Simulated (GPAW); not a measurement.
Consider Ti on a S site (antisite) in TiS.

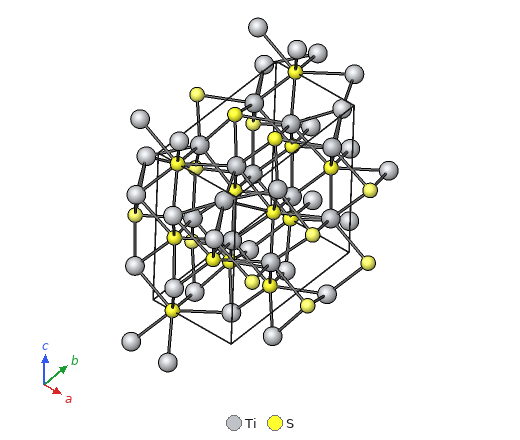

The structure (titanium light grey, sulfur yellow). Some periodic images of atoms are drawn too.

```xyz
16
Lattice="0.0000 0.0000 -6.4341 -3.2672 -5.6589 0.0000 -6.5343 0.0000 0.0000" Properties=species:S:1:pos:R:3 pbc="T T T"
Ti   -8.1212   -4.5876   -0.0985
Ti   -4.9076   -4.7060   -6.4273
Ti   -8.1189   -4.5880   -3.1236
Ti   -6.6287   -1.9771   -0.0974
Ti   -4.9111   -4.7062   -3.2272
Ti   -3.3678   -1.8304   -6.4174
Ti   -6.6282   -1.9768   -3.1238
Ti   -3.3674   -1.8299   -3.2375
Ti   -5.8368   -0.3941   -4.8265
S    -6.5501   -5.6039   -4.8291
S    -3.2866   -5.6419   -1.6121
S    -1.7044   -2.7919   -4.8276
S    -6.5242   -5.6169   -1.6080
S    -4.9663   -2.8368   -4.8277
S    -1.8062   -2.7301   -1.6107
S    -4.9395   -2.8520   -1.6102
```

Absorber: atom 1, with 2 S at 2.41 to 2.43 Å, 1 Ti at 2.45 Å and 3 S at 2.48 to 2.53 Å (distorted trigonal prismatic; 2.5 Å from the defect atom). Method: GPAW, LDA, excited-electron core hole (neutral cell), 16-atom cell with 6.4 Å between holes, 3×3×3 k points, dipole transitions, Gaussian full width 0.94 eV up to 4 eV, rising linearly to 3.5 eV at 25 eV.

**Question.** What does the Ti K edge look like?

Main maxima up to 27 eV above the zero (height): 2.4 eV (0.47), 8.4 eV (1.61) and 19.8 eV (1.38). A K edge sees empty p states, which here mix into the lowest empty bands, so that weight starts at the zero. The total-energy difference is 4969.76 eV. One term is added: -22.68 eV, since the hole is spin-paired here and a spin-polarised one costs that much less in the free atom (computed apart). The photon energy is then 4947.08 eV. The tabulated edge of the element is 4966 eV. The functional leaves an error in such absolute values: in the free atom LDA prices this hole 13.2 eV below PBE (computed apart), and PBE is itself good to a few eV.

The Ti K spectrum (energy from the lowest empty level; intensity scaled to a mean of 1 over the first 20 eV):

```
E (eV)  isotropic  ε ∥ x  ε ∥ y  ε ∥ z
  -2.0       0.00   0.00   0.00   0.00
  -0.5       0.02   0.03   0.03   0.02
   1.0       0.29   0.30   0.33   0.23
   2.5       0.47   0.40   0.49   0.51
   4.0       0.37   0.42   0.31   0.38
   5.5       0.77   0.94   0.78   0.58
   7.0       1.41   1.58   1.30   1.35
   8.5       1.61   1.52   1.62   1.70
  10.0       1.49   1.31   1.50   1.65
  11.5       1.37   1.29   1.34   1.49
  13.0       0.99   1.06   1.03   0.88
  14.5       0.81   0.88   0.79   0.75
  16.0       0.99   1.08   1.04   0.86
  17.5       1.22   1.32   1.26   1.10
  19.0       1.34   1.43   1.36   1.23
  20.5       1.35   1.38   1.26   1.41
  22.0       1.22   1.14   1.05   1.46
  23.5       1.15   1.01   1.08   1.38
  25.0       1.13   0.99   1.15   1.25
  26.5       1.14   1.07   1.22   1.13
```

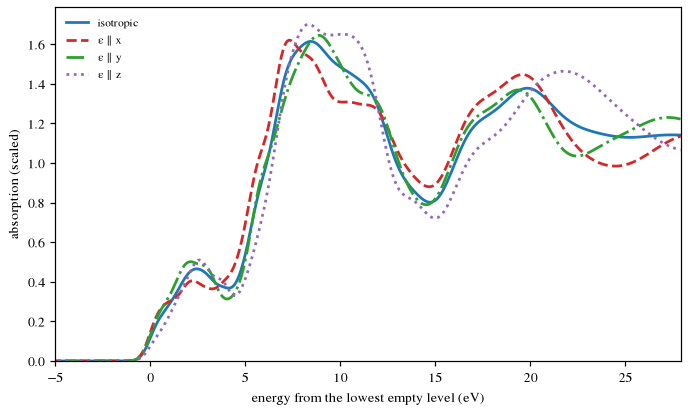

The Ti K edge.

The cell shows no gap over 0.35 eV; the host's own band filling, the defect's levels or the functional may be the cause. Quadrupole 1s→3d transitions, which feed the pre-edge, are not in the dipole spectrum. In so small a cell the defects form an ordered array, and no site is far from one. The holes are only 6.4 Å apart, so the shape is probably not converged with cell size; no larger cell was run here. The mesh is coarse (0.37 Å⁻¹ between points), so small maxima may be mesh ripples. Lifetime broadening is put in by hand, and intensities beyond about 20 eV depend on it and on the partial waves.

[Banner, clock and machine lines of the logs are left out without a mark of their own.]

[Logs are printed without paths, hosts, clocks, repeated set-up lines and the standing remarks that a program may print on its own settings, such as how far it seeks lower states.]

[Hosts, paths, dates, database ids (printed as entryN), source tags and the programs' standing remarks are cut or masked in the printed files.]

[Lists of maxima count a maximum above −3 eV only where it reaches 4 % of the highest in the window and stands out from its surroundings by 2 % of it (1.5 % where it reaches 55 %); shoulders and weaker maxima are passed over, and of the rest the first, up to two pre-edge ones and the few strongest are named.]
